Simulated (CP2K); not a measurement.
**A workflow on doublet CH3F+**

We compute energy and forces (doublet CH3F+, UHF/def2-SVP), then energy and forces (singlet CH3F, HF/def2-SVPD), then energy and gradient (doublet CH3F+, UHF/def2-SVPD), then energy and gradient (singlet CH3F, HF/def2-TZVP), then energy and forces (doublet CH3F+, UHF/def2-TZVP), then energy and gradient (singlet CH3F, HF/def2-TZVPD), then energy and gradient (doublet CH3F+, UHF/def2-TZVPD) of CH3F. 

The results are computed with CP2K 2026.2.

### 1 Starting point

The species is CH3F+ (5 atoms), meant as a doublet with charge +1. SMILES of the parent species: `CF`. Geometry: relaxed at PBE0-D4/def2-TZVP. That shape belongs to the parent species and isn't relaxed for this state.

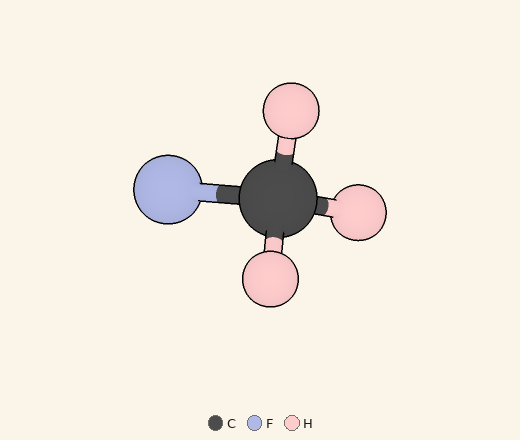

Viewed from a chosen angle; carbon dark grey, fluorine light blue, hydrogen pink.

### 2 Energy and gradient at UHF/def2-SVP (run 1)

Input file job.inp:

```
&GLOBAL
 PROJECT job
 RUN_TYPE ENERGY_FORCE
 PRINT_LEVEL MEDIUM
&END GLOBAL
&FORCE_EVAL
 METHOD QS
 &DFT
  BASIS_SET_FILE_NAME ./def2_svp.basis
  POTENTIAL_FILE_NAME POTENTIAL
  CHARGE 1
  MULTIPLICITY 2
  SPIN_POLARIZED T
  &QS
   METHOD GAPW
   EPS_DEFAULT 1.0E-10
  &END QS
  &MGRID
   CUTOFF 280
   REL_CUTOFF 50
   NGRIDS 4
  &END MGRID
  &POISSON
   PERIODIC NONE
   POISSON_SOLVER WAVELET
  &END POISSON
  ! self-consistent field
  &SCF
   SCF_GUESS ATOMIC
   EPS_SCF 1.0E-06
   MAX_SCF 30
   &OT
    MINIMIZER DIIS
    PRECONDITIONER FULL_ALL
   &END OT
   &OUTER_SCF
    EPS_SCF 1.0E-06
    MAX_SCF 5
   &END OUTER_SCF
  &END SCF
  ! exchange and correlation
  &XC
   &XC_FUNCTIONAL NONE
   &END XC_FUNCTIONAL
   ! exact exchange
   &HF
    FRACTION 1
    &SCREENING
     EPS_SCHWARZ 1.0E-09
    &END SCREENING
    &MEMORY
     MAX_MEMORY 1750
    &END MEMORY
   &END HF
  &END XC
  &PRINT
   &MOMENTS
    PERIODIC F
    REFERENCE COM
    MAX_MOMENT 1
   &END MOMENTS
   &MO_CUBES
    NLUMO 3
    NHOMO -1
    WRITE_CUBE F
   &END MO_CUBES
   &HIRSHFELD OFF
   &END HIRSHFELD
  &END PRINT
 &END DFT
 ! atoms, cell and kinds
 &SUBSYS
  ! box in angstrom
  &CELL
   ABC 10.2 10.2 10.2
   PERIODIC NONE
  &END CELL
  &COORD
   C     -0.050700     0.032900     0.007800
   F      1.094100    -0.710500    -0.168600
   H     -0.918700    -0.626900    -0.058000
   H     -0.104800     0.796000    -0.772000
   H     -0.019800     0.508500     0.990700
  &END COORD
  &TOPOLOGY
   &CENTER_COORDINATES
   &END CENTER_COORDINATES
  &END TOPOLOGY
  &KIND C
   BASIS_SET def2-SVP
   POTENTIAL ALL
  &END KIND
  &KIND F
   BASIS_SET def2-SVP
   POTENTIAL ALL
  &END KIND
  &KIND H
   BASIS_SET def2-SVP
   POTENTIAL ALL
  &END KIND
 &END SUBSYS
 &PRINT
  &FORCES ON
  &END FORCES
 &END PRINT
&END FORCE_EVAL
```

Started as:

```
$ OMP_NUM_THREADS=2 cp2k.psmp -i job.inp > job.out 2>&1
```

Standard output, shortened:

```text
CP2K| version string:                                       CP2K version 2026.2
[...]
 GLOBAL| Method name                                                        CP2K
[...]
 GLOBAL| Run type                                                   ENERGY_FORCE
[...]
 DFT| Spin unrestricted (spin-polarized) Kohn-Sham calculation               UKS
 DFT| Multiplicity                                                             2
[...]
 DFT| Charge                                                                   1
[...]
 QS| Method:                                                                GAPW
[...]
 QS| Density cutoff [a.u.]:                                                140.0
[...]
 QS| Relative density cutoff [a.u.]:                                        25.0
[...]
                             - Atoms:                                          5
[...]
                             - Spherical basis functions:                     43
[...]
 Number of electrons:                                                          9
[...]
     1 OT DIIS     0.15E+00    1.2     0.34611868      -129.6533122493 -1.30E+02
[...]
     7 OT DIIS     0.15E+00    0.3     0.00000098      -138.4726564294 -1.21E-09
  *** SCF run converged in     7 steps ***
[...]
  Overlap energy of the core charge distribution:               0.00000248322021
  Self energy of the core charge distribution:               -137.90755818045756
  Core Hamiltonian energy:                                    -10.98525931076171
  Hartree energy:                                              34.01407982013595
  Exchange-correlation energy:                                  0.00000000000000
  Hartree-Fock Exchange energy:                               -15.93577417338756
[...]
                     Mulliken Population Analysis
 #  Atom  Element  Kind  Atomic population (alpha,beta) Net charge  Spin moment
       1     C        1         2.885929     2.971505     0.142566    -0.085577
       2     F        2         4.823258     3.925281     0.251461     0.897976
       3     H        3         0.428274     0.372712     0.199013     0.055562
       4     H        3         0.446777     0.327101     0.226122     0.119675
       5     H        3         0.415763     0.403399     0.180838     0.012363
 # Total charge and spin        9.000000     8.000000     1.000000     1.000000
[...]
  Dipole moment [Debye]
    X= -0.1823776E+01 Y=  0.1235269E+01 Z=  0.9421220E-01  Total=      2.2047500
[...]
 WARNING : did not converge in ot_eigensolver
 number of iterations          299  exceeded maximum
 current gradient / target gradient   2.6992830592218999E-004  /    1.0000000000000001E-005
[...]
 HOMO - LUMO gap [eV] :   13.657841
 ENERGY| Total FORCE_EVAL ( QS ) energy [hartree]           -138.472656429734059
 FORCES| Atomic forces [hartree/bohr]
 FORCES|   Atom     x               y               z               |f|
 FORCES|      1 -4.87982784E-02  2.21909227E-02  4.07715504E-02   6.73500434E-02
 FORCES|      2  1.89424669E-02 -1.02149860E-02 -9.98082343E-03   2.37229810E-02
 FORCES|      3  6.58855047E-03 -8.68707264E-03 -1.14434232E-02   1.58058901E-02
 FORCES|      4  1.12974994E-02 -1.34324801E-03 -1.48427286E-02   1.87014545E-02
 FORCES|      5  1.19482998E-02 -1.95047829E-03 -4.50115426E-03   1.29161381E-02
 FORCES| Sum    -2.14617941E-05 -4.86215430E-06  3.42093693E-06
 FORCES| Total atomic force                                       2.22699789E-05
[...]
```

Wall time 17 s (2 threads of Arm Neoverse V2, shared host); peak memory 0.73 GiB.

### 3 Singlet neutral CH3F: energy and gradient at HF/def2-SVPD (run 2)

Input file gas.inp:

```
&global
  project gas
  run_type ENERGY_FORCE
  print_level MEDIUM
&end global

&force_eval
  method Quickstep
  &dft
    basis_set_file_name ./def2_svpd.basis
    potential_file_name POTENTIAL
    charge 0
    multiplicity 1
    &qs
      method GAPW
      eps_default 1.0E-10
    &end qs
    &mgrid
      cutoff 280
      rel_cutoff 50
      ngrids 4
    &end mgrid
    &poisson
      periodic NONE
      poisson_solver WAVELET
    &end poisson
    &scf
      scf_guess ATOMIC
      eps_scf 1.0E-06
      max_scf 40
      &ot ON
        minimizer CG
        preconditioner FULL_ALL
      &end ot
      &outer_scf
        eps_scf 1.0E-06
        max_scf 8
      &end outer_scf
    &end scf
    &xc
      &xc_functional NONE
      &end xc_functional
      &hf
        fraction 1
        &screening
          eps_schwarz 1.0E-09
          screen_on_initial_p F
        &end screening
        &interaction_potential
          potential_type COULOMB
        &end interaction_potential
        &memory
          max_memory 1750
        &end memory
      &end hf
    &end xc
    &print
      &moments
        periodic F
        reference COM
        max_moment 1
      &end moments
      &mo_cubes
        nlumo 1
        nhomo -1
        write_cube F
      &end mo_cubes
      &hirshfeld OFF
      &end hirshfeld
    &end print
  &end dft
  &subsys
    &cell
      abc [angstrom] 10.2 10.2 10.2
      periodic NONE
    &end cell
    &coord
      C     -0.050700     0.032900     0.007800
      F      1.094100    -0.710500    -0.168600
      H     -0.918700    -0.626900    -0.058000
      H     -0.104800     0.796000    -0.772000
      H     -0.019800     0.508500     0.990700
    &end coord
    &topology
      &center_coordinates
      &end center_coordinates
    &end topology
    &kind C
      basis_set def2-SVPD
      potential ALL
    &end kind
    &kind F
      basis_set def2-SVPD
      potential ALL
    &end kind
    &kind H
      basis_set def2-SVPD
      potential ALL
    &end kind
  &end subsys
  &print
    &forces ON
    &end forces
  &end print
&end force_eval
```

Started as:

```
$ OMP_NUM_THREADS=2 cp2k.psmp gas.inp > gas.out
```

Standard output, shortened:

```text
CP2K| version string:                                       CP2K version 2026.2
[...]
 GLOBAL| Method name                                                        CP2K
[...]
 GLOBAL| Run type                                                   ENERGY_FORCE
[...]
 DFT| Spin restricted Kohn-Sham (RKS) calculation                            RKS
 DFT| Multiplicity                                                             1
[...]
 DFT| Charge                                                                   0
[...]
 QS| Method:                                                                GAPW
[...]
 QS| Density cutoff [a.u.]:                                                140.0
[...]
 QS| Relative density cutoff [a.u.]:                                        25.0
[...]
                             - Atoms:                                          5
[...]
                             - Spherical basis functions:                     67
[...]
 Number of electrons:                                                         18
[...]
     1 OT CG       0.15E+00    1.5     0.23027525      -135.0302847006 -1.35E+02
[...]
    14 OT CG       0.25E+00    0.3     0.00000071      -138.9400369495 -2.15E-10
  *** SCF run converged in    14 steps ***
[...]
  Overlap energy of the core charge distribution:               0.00000248322021
  Self energy of the core charge distribution:               -137.90755818045756
  Core Hamiltonian energy:                                    -10.51834580706675
  Hartree energy:                                              33.32581044770933
  Exchange-correlation energy:                                  0.00000000000000
  Hartree-Fock Exchange energy:                               -16.29116401177650
[...]
                     Mulliken Population Analysis
 #  Atom  Element  Kind  Atomic population                           Net charge
       1     C        1          5.285815                              0.714185
       2     F        2          9.630648                             -0.630648
       3     H        3          1.027978                             -0.027978
       4     H        3          1.027729                             -0.027729
       5     H        3          1.027830                             -0.027830
 # Total charge                             18.000000                  0.000000
[...]
 HOMO - LUMO gap [eV] :   17.216261
 ENERGY| Total FORCE_EVAL ( QS ) energy [hartree]           -138.940036949505895
[...]
```

It took 12 s on 2 threads of Arm Neoverse V2, shared host; peak memory 0.71 GiB.

### 4 Energy and gradient at UHF/def2-SVPD (run 3)

Input file gas.inp:

```
&GLOBAL
   PROJECT gas
   RUN_TYPE ENERGY_FORCE
   PRINT_LEVEL MEDIUM
&END GLOBAL
&FORCE_EVAL
   METHOD Quickstep
   &DFT
      BASIS_SET_FILE_NAME ./def2_svpd.basis
      POTENTIAL_FILE_NAME POTENTIAL
      CHARGE 1
      MULTIPLICITY 2
      SPIN_POLARIZED T
      &QS
         METHOD GAPW
         EPS_DEFAULT 1.0E-10
      &END QS
      &MGRID
         CUTOFF 280
         REL_CUTOFF 50
         NGRIDS 4
      &END MGRID
      &POISSON
         PERIODIC NONE
         POISSON_SOLVER WAVELET
      &END POISSON
      &SCF
         SCF_GUESS ATOMIC
         EPS_SCF 1.0E-06
         MAX_SCF 30
         &OT ON
            MINIMIZER DIIS
            PRECONDITIONER FULL_ALL
         &END OT
         &OUTER_SCF
            EPS_SCF 1.0E-06
            MAX_SCF 5
         &END OUTER_SCF
      &END SCF
      &XC
         &XC_FUNCTIONAL NONE
         &END XC_FUNCTIONAL
         &HF
            FRACTION 1
            &SCREENING
               EPS_SCHWARZ 1.0E-09
               SCREEN_ON_INITIAL_P F
            &END SCREENING
            &INTERACTION_POTENTIAL
               POTENTIAL_TYPE COULOMB
            &END INTERACTION_POTENTIAL
            &MEMORY
               MAX_MEMORY 1750
            &END MEMORY
         &END HF
      &END XC
      &PRINT
         &MOMENTS
            PERIODIC F
            REFERENCE COM
            MAX_MOMENT 1
         &END MOMENTS
         &MO_CUBES
            NLUMO 3
            NHOMO -1
            WRITE_CUBE F
         &END MO_CUBES
         &HIRSHFELD OFF
         &END HIRSHFELD
      &END PRINT
   &END DFT
   &SUBSYS
      &CELL
         ABC [angstrom] 10.2 10.2 10.2
         PERIODIC NONE
      &END CELL
      &COORD
         C     -0.050700     0.032900     0.007800
         F      1.094100    -0.710500    -0.168600
         H     -0.918700    -0.626900    -0.058000
         H     -0.104800     0.796000    -0.772000
         H     -0.019800     0.508500     0.990700
      &END COORD
      &TOPOLOGY
         &CENTER_COORDINATES
         &END CENTER_COORDINATES
      &END TOPOLOGY
      &KIND C
         BASIS_SET def2-SVPD
         POTENTIAL ALL
      &END KIND
      &KIND F
         BASIS_SET def2-SVPD
         POTENTIAL ALL
      &END KIND
      &KIND H
         BASIS_SET def2-SVPD
         POTENTIAL ALL
      &END KIND
   &END SUBSYS
   &PRINT
      &FORCES ON
      &END FORCES
   &END PRINT
&END FORCE_EVAL
```

Started as:

```
$ OMP_NUM_THREADS=2 cp2k.psmp gas.inp > gas.out
```

Standard output, shortened:

```text
CP2K| version string:                                       CP2K version 2026.2
[...]
 GLOBAL| Method name                                                        CP2K
[...]
 GLOBAL| Run type                                                   ENERGY_FORCE
[...]
 DFT| Spin unrestricted (spin-polarized) Kohn-Sham calculation               UKS
 DFT| Multiplicity                                                             2
[...]
 DFT| Charge                                                                   1
[...]
 QS| Method:                                                                GAPW
[...]
 QS| Density cutoff [a.u.]:                                                140.0
[...]
 QS| Relative density cutoff [a.u.]:                                        25.0
[...]
                             - Atoms:                                          5
[...]
                             - Spherical basis functions:                     67
[...]
 Number of electrons:                                                          9
[...]
     1 OT DIIS     0.15E+00    1.6     0.20600669      -130.8155496548 -1.31E+02
[...]
     9 OT DIIS     0.15E+00    0.4     0.00000061      -138.4790468931 -1.50E-09
  *** SCF run converged in     9 steps ***
[...]
  Overlap energy of the core charge distribution:               0.00000248322021
  Self energy of the core charge distribution:               -137.90755818045756
  Core Hamiltonian energy:                                    -11.02344811830363
  Hartree energy:                                              34.06497936125706
  Exchange-correlation energy:                                  0.00000000000000
  Hartree-Fock Exchange energy:                               -15.93410636616158
[...]
                     Mulliken Population Analysis
 #  Atom  Element  Kind  Atomic population (alpha,beta) Net charge  Spin moment
       1     C        1         2.692096     2.817043     0.490862    -0.124947
       2     F        2         4.951207     4.052549    -0.003756     0.898658
       3     H        3         0.439911     0.404944     0.155144     0.034967
       4     H        3         0.436826     0.411508     0.151666     0.025317
       5     H        3         0.479961     0.313956     0.206083     0.166005
 # Total charge and spin        9.000000     8.000000     1.000000     1.000000
[...]
 HOMO - LUMO gap [eV] :   13.498304
 ENERGY| Total FORCE_EVAL ( QS ) energy [hartree]           -138.479046893300989
[...]
```

Wall time 21 s (2 threads of Arm Neoverse V2, shared host); peak memory 0.74 GiB.

Runs 4 to 6 aren't shown in full; the table further down has their settings and results.

### 5 Energy and forces at UHF/def2-TZVPD (run 7)

Input file job.inp:

```
&GLOBAL
  PROJECT_NAME job
  RUN_TYPE ENERGY_FORCE
  PRINT_LEVEL MEDIUM
&END GLOBAL

&FORCE_EVAL
  METHOD Quickstep
  &DFT
    BASIS_SET_FILE_NAME ./def2_tzvpd.basis
    POTENTIAL_FILE_NAME POTENTIAL
    CHARGE 1
    MULTIPLICITY 2
    UKS T
    &QS
      METHOD GAPW
      EPS_DEFAULT 1.0E-10
    &END QS
    ! real-space grids
    &MGRID
      CUTOFF 280
      REL_CUTOFF 50
      NGRIDS 4
    &END MGRID
    &POISSON
      PERIODIC NONE
      POISSON_SOLVER WAVELET
    &END POISSON
    &SCF
      SCF_GUESS ATOMIC
      EPS_SCF 1.0E-06
      MAX_SCF 30
      &OT
        MINIMIZER DIIS
        PRECONDITIONER FULL_ALL
      &END OT
      &OUTER_SCF
        EPS_SCF 1.0E-06
        MAX_SCF 5
      &END OUTER_SCF
    &END SCF
    ! exchange and correlation
    &XC
      &XC_FUNCTIONAL NONE
      &END XC_FUNCTIONAL
      &HF
        FRACTION 1
        &SCREENING
          EPS_SCHWARZ 1.0E-09
        &END SCREENING
        &MEMORY
          MAX_MEMORY 1750
        &END MEMORY
      &END HF
    &END XC
    &PRINT
      &MOMENTS
        PERIODIC F
        REFERENCE COM
        MAX_MOMENT 1
      &END MOMENTS
      &MO_CUBES
        NLUMO 3
        NHOMO -1
        WRITE_CUBE F
      &END MO_CUBES
      &HIRSHFELD OFF
      &END HIRSHFELD
    &END PRINT
  &END DFT
  &SUBSYS
    &CELL
      ABC 10.2 10.2 10.2
      PERIODIC NONE
    &END CELL
    &COORD
      C     -0.050700     0.032900     0.007800
      F      1.094100    -0.710500    -0.168600
      H     -0.918700    -0.626900    -0.058000
      H     -0.104800     0.796000    -0.772000
      H     -0.019800     0.508500     0.990700
    &END COORD
    &TOPOLOGY
      &CENTER_COORDINATES
      &END CENTER_COORDINATES
    &END TOPOLOGY
    &KIND C
      BASIS_SET def2-TZVPD
      POTENTIAL ALL
    &END KIND
    &KIND F
      BASIS_SET def2-TZVPD
      POTENTIAL ALL
    &END KIND
    &KIND H
      BASIS_SET def2-TZVPD
      POTENTIAL ALL
    &END KIND
  &END SUBSYS
  ! extra output
  &PRINT
    &FORCES ON
    &END FORCES
  &END PRINT
&END FORCE_EVAL
```

Started as:

```
$ OMP_NUM_THREADS=2 cp2k.psmp -i job.inp -o job.out
```

Standard output, shortened:

```text
CP2K| version string:                                       CP2K version 2026.2
[...]
 GLOBAL| Method name                                                        CP2K
[...]
 GLOBAL| Run type                                                   ENERGY_FORCE
[...]
 DFT| Spin unrestricted (spin-polarized) Kohn-Sham calculation               UKS
 DFT| Multiplicity                                                             2
[...]
 DFT| Charge                                                                   1
[...]
 QS| Method:                                                                GAPW
[...]
 QS| Density cutoff [a.u.]:                                                140.0
[...]
 QS| Relative density cutoff [a.u.]:                                        25.0
[...]
                             - Atoms:                                          5
[...]
                             - Spherical basis functions:                    104
[...]
 Number of electrons:                                                          9
[...]
     1 OT DIIS     0.15E+00    3.7     0.10324832      -133.7814105235 -1.34E+02
[...]
     8 OT DIIS     0.15E+00    0.6     0.00000069      -138.6471901048 -1.89E-09
  *** SCF run converged in     8 steps ***
[...]
  Overlap energy of the core charge distribution:               0.00000248322021
  Self energy of the core charge distribution:               -137.90755818045756
  Core Hamiltonian energy:                                    -11.06101477793045
  Hartree energy:                                              35.68893025509151
  Exchange-correlation energy:                                  0.00000000000000
  Hartree-Fock Exchange energy:                               -15.98587403614661
[...]
                     Mulliken Population Analysis
 #  Atom  Element  Kind  Atomic population (alpha,beta) Net charge  Spin moment
       1     C        1         3.034688     3.091559    -0.126247    -0.056871
       2     F        2         4.778532     3.869051     0.352417     0.909480
       3     H        3         0.399162     0.337384     0.263453     0.061778
       4     H        3         0.404419     0.324246     0.271334     0.080173
       5     H        3         0.383198     0.377759     0.239043     0.005439
 # Total charge and spin        9.000000     8.000000     1.000000     1.000000
[...]
 HOMO - LUMO gap [eV] :   13.668115
 ENERGY| Total FORCE_EVAL ( QS ) energy [hartree]           -138.647190105264571
[...]
```

Wall time 35 s (2 threads of Arm Neoverse V2, shared host); peak memory 0.82 GiB.

### 6 The series

```
run           level  iteration cap  ot minimizer  partner  energy (Eh)  HOMO energy (eV)  LUMO energy (eV)   ⟨S²⟩  wall time
  1    UHF/def2-SVP             30          DIIS   cation  -138.472656            -23.48             -9.82  0.760       17 s
  2    HF/def2-SVPD             40            CG     base  -138.940037            -14.50              2.72      –       12 s
  3   UHF/def2-SVPD             30          DIIS   cation  -138.479047            -23.44             -9.94  0.762       21 s
  4    HF/def2-TZVP             40            CG     base  -139.101169            -14.39              4.74      –       21 s
  5   UHF/def2-TZVP             30          DIIS   cation  -138.646843            -23.36             -9.66  0.762       30 s
  6   HF/def2-TZVPD             40            CG     base  -139.102065            -14.41              2.12      –       22 s
  7  UHF/def2-TZVPD             30          DIIS   cation  -138.647190            -23.36             -9.69  0.762       35 s
```

### 7 Summary of results

| quantity | value |
| --- | --- |
| run 7, UHF/def2-TZVPD: total energy | -138.64719 Eh |
| run 7, UHF/def2-TZVPD: HOMO energy (highest over α and β) | -23.36 eV |
| run 7, UHF/def2-TZVPD: LUMO energy (lowest over α and β) | -9.69 eV |
| run 7, UHF/def2-TZVPD: ⟨S²⟩ | 0.762 |
| run 7, UHF/def2-TZVPD: largest force on an atom | 3.786 eV/Å |
| vertical ionisation energy (to the doublet cation), HF/def2-SVPD | 12.544 eV |
| vertical ionisation energy (to the doublet cation), HF/def2-TZVP | 12.363 eV |
| vertical ionisation energy (to the doublet cation), HF/def2-TZVPD | 12.378 eV |

At HF/def2-SVPD: removing an electron at fixed nuclei costs 12.54 eV (1210 kJ/mol). The negative HOMO energy of the first species, 14.50 eV, lies 1.95 eV above that difference. At HF/def2-TZVP: removing an electron at fixed nuclei costs 12.36 eV (1193 kJ/mol). −ε(HOMO) before ionisation, 14.39 eV, is 2.02 eV above this ionisation energy. At HF/def2-TZVPD: removing an electron at fixed nuclei costs 12.38 eV (285 kcal/mol). −ε(HOMO) before ionisation, 14.41 eV, is 2.04 eV above this ionisation energy. All runs together took 2.6 min, the longest 35 s.
